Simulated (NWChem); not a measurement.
**C2H4ClSi (SMILES C=C[SiH]Cl) at UHF/6-31G(d) (spherical functions)**

What is the adiabatic ionisation energy of C2H4ClSi at UHF/6-31G* (spherical functions)? 

The calculation is run with NWChem 7.3.0.

## (1) The molecule

The species is C2H4ClSi (8 atoms), meant as a doublet with charge 0. As SMILES, `C=C[SiH]Cl`. The shape is that of a PBE0-D4/def2-TZVP optimisation. The run starts from this shape.

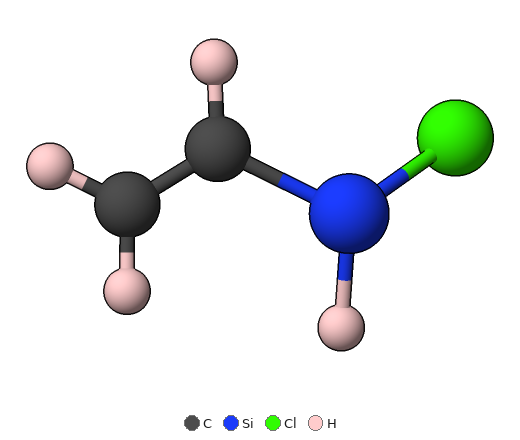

The structure, seen from a chosen angle (carbon dark grey, silicon blue, chlorine green, hydrogen pink).

## (2) A structure relaxation at UHF/6-31G(d) (spherical functions)

c2h4clsi.xyz reads:

```xyz
8

C      0.647000     1.027000    -0.659700
C      0.628500    -0.066700     0.105400
Si    -0.903600    -0.642600     0.947100
Cl    -1.031600    -2.697900     0.941300
H     -0.256900     1.588200    -0.880600
H      1.563900     1.404900    -1.102500
H      1.561300    -0.591000     0.301600
H     -2.116300    -0.079100     0.291500
```

c2h4clsi.nw reads:

```
start c2h4clsi
memory 2200 mb
charge 0
geometry units angstroms
  load c2h4clsi.xyz
end
basis spherical bse
  C library 6-31G*
  Si library 6-31G*
  Cl library 6-31G*
  H library 6-31G*
end
scf
  doublet
  uhf
  thresh 1e-07
  maxiter 80
  print low
end
driver
  maxiter 60
end
freq
  temp 2 298.15 573.15
end
task scf optimize
task scf frequencies
```

Run with:

```console
$ nwchem c2h4clsi.nw > c2h4clsi.out
```

The program printed:

```text
[...]
  functions       =    72
[...]
  wavefunction    = UHF
[...]
         Total SCF energy =   -826.452121208906
[...]
@    0    -826.45212121  0.0D+00  0.01076  0.00387  0.00000  0.00000     30.0
[...]
         Total SCF energy =   -826.452628093658
[...]
@    1    -826.45263233 -5.1D-04  0.00298  0.00098  0.01690  0.04475     57.6
[...]
@    7    -826.45271936 -1.9D-06  0.00014  0.00007  0.00253  0.00410    186.7
[...]
         Total SCF energy =   -826.452720294404
[...]
@    8    -826.45272029 -9.3D-07  0.00011  0.00003  0.00327  0.00749    209.3
[...]
         Total SCF energy =   -826.452720374894
[...]
         Total SCF energy =   -826.452720374894
[...]
                         UHF ENERGY GRADIENTS
    atom               coordinates                        gradient
                 x          y          z           x          y          z
   1 C       0.453370   4.900703  -0.483215    0.000023  -0.000014   0.000001
   2 C       0.945969   2.597989   0.483261    0.000023   0.000000   0.000017
   3 Si     -1.318334  -0.053737   0.297778   -0.000029  -0.000004  -0.000007
   4 Cl      0.552785  -3.483845  -0.058352    0.000011  -0.000022   0.000007
   5 H      -1.226079   5.283963  -1.566283   -0.000000  -0.000001  -0.000007
   6 H       1.724471   6.468140  -0.229016   -0.000022   0.000012   0.000007
   7 H       2.655999   2.349132   1.564543    0.000003   0.000013  -0.000015
   8 H      -3.064881   0.235195  -1.849782   -0.000009   0.000017  -0.000002
[...]
@    9    -826.45272037 -8.0D-08  0.00003  0.00001  0.00044  0.00100    222.0
[...]
      Optimization converged
[...]
@    9    -826.45272037 -8.0D-08  0.00003  0.00001  0.00044  0.00100    222.0
[...]
         Total SCF energy =   -826.452720374894
      One electron energy =  -1502.463877802726
      Two electron energy =    494.227609380780
 Nuclear repulsion energy =    181.783548047052
                       Sz =      0.5000
                 Sz(Sz+1) =      0.7500
                      S^2 =      0.9128
[...]
 Zero-Point correction to Energy  =   34.380 kcal/mol  (  0.054787 au)
 Thermal correction to Energy     =   43.691 kcal/mol  (  0.069626 au)
 Thermal correction to Enthalpy   =   44.829 kcal/mol  (  0.071440 au)
 Total Entropy                    =   90.120 cal/mol-K
   - Translational                =   42.664 cal/mol-K (mol. weight =  90.9771)
   - Rotational                   =   27.969 cal/mol-K (symmetry #  =        1)
   - Vibrational                  =   19.487 cal/mol-K
 Cv (constant volume heat capacity) =   25.356 cal/mol-K
   - Translational                  =    2.979 cal/mol-K
   - Rotational                     =    2.979 cal/mol-K
   - Vibrational                    =   19.397 cal/mol-K
[...]
 Normal Eigenvalue ||           Projected Infra Red Intensities
  Mode   [cm**-1]  || [atomic units] [(debye/angs)**2] [(KM/mol)] [arbitrary]
 ------ ---------- || -------------- ----------------- ---------- -----------
    1       -0.000 ||    0.000487           0.011         0.475       0.172
    2       -0.000 ||    0.000441           0.010         0.430       0.156
    3       -0.000 ||    0.000334           0.008         0.326       0.118
    4       -0.000 ||    0.000007           0.000         0.007       0.003
    5       -0.000 ||    0.000938           0.022         0.915       0.331
    6       -0.000 ||    0.000746           0.017         0.727       0.263
    7       92.307 ||    0.000379           0.009         0.369       0.134
    8      165.246 ||    0.003033           0.070         2.956       1.071
    9      318.191 ||    0.000516           0.012         0.503       0.182
   10      502.008 ||    0.006859           0.158         6.687       2.423
   11      569.960 ||    0.112193           2.588       109.372      39.625
   12      708.059 ||    0.087995           2.030        85.782      31.078
   13      759.515 ||    0.059327           1.369        57.835      20.953
   14      828.232 ||    0.131790           3.041       128.476      46.546
[...]
```

Run time: 4.3 min. Hardware: 1 thread of Intel Xeon 6975P-C (Granite Rapids), shared host; peak memory 0.15 GiB.

Steps, from the record of the run:

```csv
step,energy from the first frame kept (eV)
0,0.0000
1,-0.0139
2,-0.0155
3,-0.0157
4,-0.0159
5,-0.0161
6,-0.0162
7,-0.0163
8,-0.0163
9,-0.0163
```

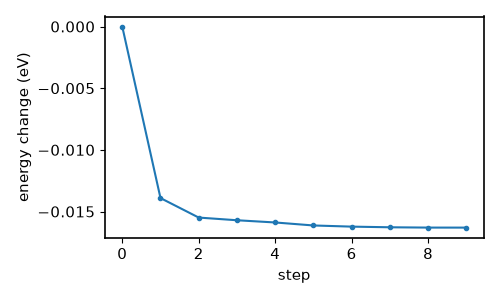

Energy along the run.

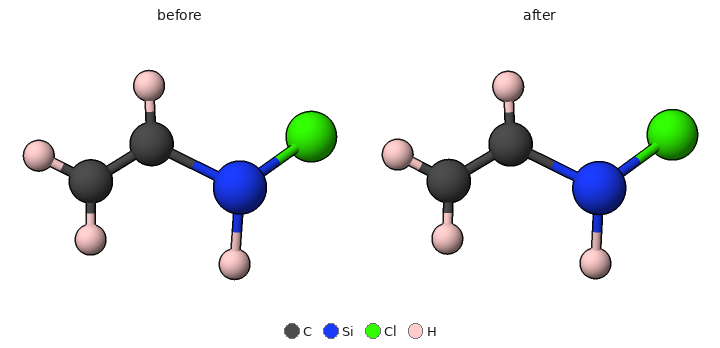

Before and after, at one scale.

After the run. Bond lengths: C1–C2 1.347 Å, C2–Si3 1.848 Å, Si3–Cl4 2.076 Å, C1–H5 1.077 Å, C1–H6 1.076 Å, C2–H7 1.079 Å, Si3–H8 1.473 Å. Angles: C1–C2–Si3 122.8°, C2–Si3–Cl4 111.1°, C1–C2–H7 118.3°, Si3–C2–H7 118.6°, C2–C1–H5 122.2°, C2–C1–H6 121.9°, C2–Si3–H8 111.7°, Cl4–Si3–H8 108.7°, H5–C1–H6 115.9°.

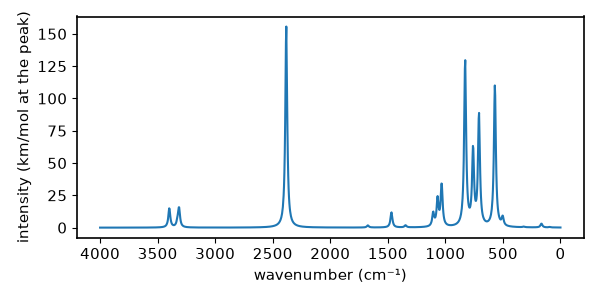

Harmonic infrared spectrum, unscaled, lines broadened by 10 cm⁻¹.

## (3) The singlet cation: a geometry optimisation at HF/6-31G(d) (spherical functions)

job.nw reads:

```
START job
memory stack 880 mb heap 220 mb global 1100 mb
charge 1

GEOMETRY units angstrom noautosym
  C        0.647000       1.027000      -0.659700
  C        0.628500      -0.066700       0.105400
  Si      -0.903600      -0.642600       0.947100
  Cl      -1.031600      -2.697900       0.941300
  H       -0.256900       1.588200      -0.880600
  H        1.563900       1.404900      -1.102500
  H        1.561300      -0.591000       0.301600
  H       -2.116300      -0.079100       0.291500
END

BASIS spherical bse
  C library 6-31G*
  Si library 6-31G*
  Cl library 6-31G*
  H library 6-31G*
END

SCF
  thresh 1e-07
  maxiter 80
  print low
END

DRIVER
  maxiter 60
END

FREQ
  temp 3 298.15 400 700
END

TASK scf optimize
TASK scf frequencies
```

Run with:

```console
$ nwchem job.nw > job.out
```

The program printed:

```text
[...]
  functions       =    72
[...]
  wavefunction    = RHF
[...]
         Total SCF energy =   -826.162730070616
[...]
@    0    -826.16273007  0.0D+00  0.03318  0.01234  0.00000  0.00000     12.7
[...]
         Total SCF energy =   -826.181560321499
[...]
@    1    -826.18795095 -2.5D-02  0.01214  0.00589  0.14831  0.39898     30.2
[...]
@    9    -826.20439803 -6.6D-06  0.00064  0.00019  0.00591  0.01322    155.5
[...]
         Total SCF energy =   -826.204401477765
[...]
@   10    -826.20440148 -3.4D-06  0.00021  0.00006  0.00398  0.01066    170.2
[...]
         Total SCF energy =   -826.204401755750
[...]
         Total SCF energy =   -826.204401784604
[...]
                         RHF ENERGY GRADIENTS
    atom               coordinates                        gradient
                 x          y          z           x          y          z
   1 C       2.124309   3.916159  -2.132881   -0.000003   0.000015   0.000009
   2 C       2.100513   1.636954  -1.014553    0.000018   0.000020  -0.000013
   3 Si     -0.860099   0.325019  -0.059328   -0.000002  -0.000027   0.000007
   4 Cl     -1.102991  -2.995300   1.591983   -0.000002  -0.000008   0.000006
   5 H       0.440541   5.001591  -2.486490    0.000011   0.000000  -0.000008
   6 H       3.868064   4.769909  -2.735227   -0.000019  -0.000000  -0.000003
   7 H       3.833818   0.620633  -0.700190   -0.000003  -0.000017   0.000008
   8 H      -3.223240   1.662666  -0.464209   -0.000001   0.000017  -0.000005
[...]
@   11    -826.20440178 -3.1D-07  0.00002  0.00001  0.00065  0.00140    183.1
[...]
      Optimization converged
[...]
@   11    -826.20440178 -3.1D-07  0.00002  0.00001  0.00065  0.00140    183.1
[...]
         Total SCF energy =   -826.204401784603
      One-electron energy =  -1500.766318117889
      Two-electron energy =    488.127568376147
 Nuclear repulsion energy =    186.434347957139
        Time for solution =      0.4s
[...]
 Zero-Point correction to Energy  =   35.673 kcal/mol  (  0.056849 au)
 Thermal correction to Energy     =   48.010 kcal/mol  (  0.076509 au)
 Thermal correction to Enthalpy   =   49.401 kcal/mol  (  0.078725 au)
 Total Entropy                    =   94.187 cal/mol-K
   - Translational                =   43.657 cal/mol-K (mol. weight =  90.9771)
   - Rotational                   =   28.167 cal/mol-K (symmetry #  =        1)
   - Vibrational                  =   22.364 cal/mol-K
 Cv (constant volume heat capacity) =   27.228 cal/mol-K
   - Translational                  =    2.979 cal/mol-K
   - Rotational                     =    2.979 cal/mol-K
   - Vibrational                    =   21.270 cal/mol-K
[...]
 Normal Eigenvalue ||           Projected Infra Red Intensities
  Mode   [cm**-1]  || [atomic units] [(debye/angs)**2] [(KM/mol)] [arbitrary]
 ------ ---------- || -------------- ----------------- ---------- -----------
    1       -0.000 ||    0.003374           0.078         3.289       0.785
    2       -0.000 ||    0.010029           0.231         9.776       2.334
    3        0.000 ||    0.001397           0.032         1.362       0.325
    4        0.000 ||    0.001431           0.033         1.395       0.333
    5        0.000 ||    0.016081           0.371        15.676       3.742
    6        0.000 ||    0.013430           0.310        13.092       3.125
    7      112.495 ||    0.000164           0.004         0.160       0.038
    8      162.387 ||    0.007577           0.175         7.386       1.763
    9      342.423 ||    0.004181           0.096         4.076       0.973
   10      497.755 ||    0.007887           0.182         7.689       1.835
   11      628.862 ||    0.087746           2.024        85.540      20.418
   12      665.943 ||    0.080411           1.855        78.389      18.711
   13      833.447 ||    0.049816           1.149        48.563      11.592
   14      905.169 ||    0.289311           6.675       282.035      67.321
[...]
```

Wall time 3.5 min (1 thread of Intel Xeon 6975P-C (Granite Rapids), shared host); peak memory 0.13 GiB.

Step by step:

```csv
step,energy from the first frame kept (eV)
0,0.0000
1,-0.6863
2,-1.0553
3,-1.1119
4,-1.1256
5,-1.1298
6,-1.1320
7,-1.1332
8,-1.1337
9,-1.1338
10,-1.1339
11,-1.1339
```

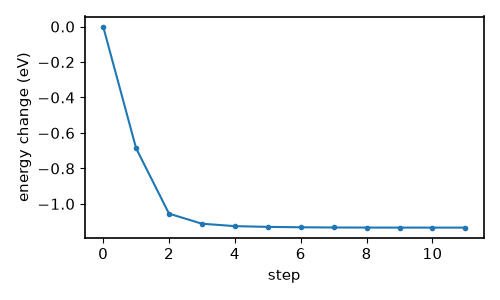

Energy along the run.

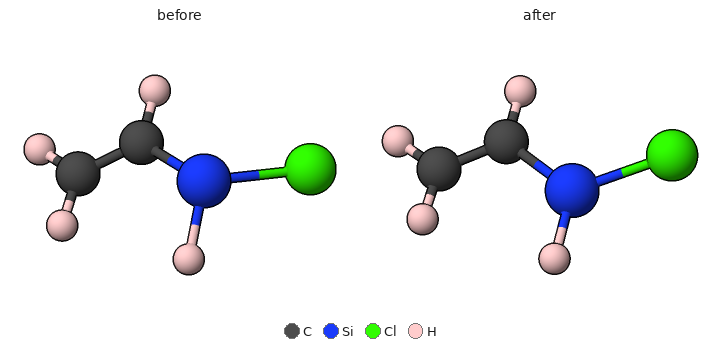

Before and after, at one scale.

After the run. Bond lengths: C1–C2 1.344 Å, C2–Si3 1.787 Å, Si3–Cl4 1.967 Å, C1–H5 1.076 Å, C1–H6 1.076 Å, C2–H7 1.076 Å, Si3–H8 1.453 Å. Angles: C1–C2–Si3 118.8°, C2–Si3–Cl4 122.0°, C1–C2–H7 120.6°, Si3–C2–H7 120.6°, C2–C1–H5 123.2°, C2–C1–H6 121.0°, C2–Si3–H8 121.6°, Cl4–Si3–H8 116.4°, H5–C1–H6 115.7°.

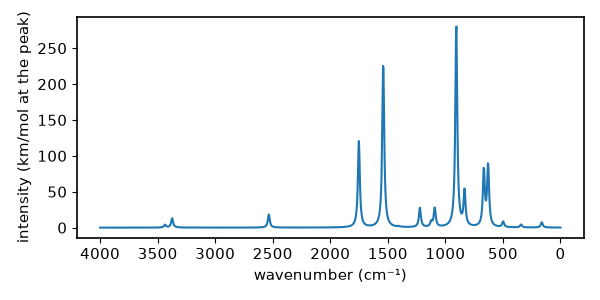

Harmonic infrared spectrum, unscaled, lines broadened by 10 cm⁻¹.

## (4) Results

At UHF/6-31G* (spherical functions):

| quantity | value |
| --- | --- |
| run 1, UHF/6-31G*: total energy at the end | -826.45272 Eh |
| run 1, UHF/6-31G*: ⟨S²⟩ | 0.913 |
| run 1, UHF/6-31G*: lowest harmonic wavenumber | 92 cm⁻¹ |
| run 1, UHF/6-31G*: highest harmonic wavenumber | 3398 cm⁻¹ |
| run 1, UHF/6-31G*: zero-point energy | 143.8 kJ/mol |
| singlet cation: total energy at the end | -826.20440 Eh |
| singlet cation: lowest harmonic wavenumber | 112 cm⁻¹ |
| singlet cation: highest harmonic wavenumber | 3436 cm⁻¹ |
| singlet cation: zero-point energy | 149.3 kJ/mol |
| singlet cation: ideal-gas entropy at 298.15 K (symmetry number 1 as used) | 73.9 cal/(mol K) |
| adiabatic ionisation energy (to the singlet cation, no zero-point term) | 6.757 eV |

**Reading.** The adiabatic ionisation energy (to the singlet cation, no zero-point term) is 6.76 eV (652 kJ/mol). ⟨S²⟩ (run 1, UHF/6-31G*) is 0.91 where a pure doublet has 0.75: the reference is spin-contaminated. All 18 modes (run 1, UHF/6-31G*) are real, so the shape is a minimum at this level. The optimisation (run 1, UHF/6-31G*) took 10 steps and changed the energy by -0.016 eV. All 18 modes (singlet cation) are real, so the shape is a minimum at this level. The optimisation (singlet cation) took 12 steps and changed the energy by -1.134 eV.
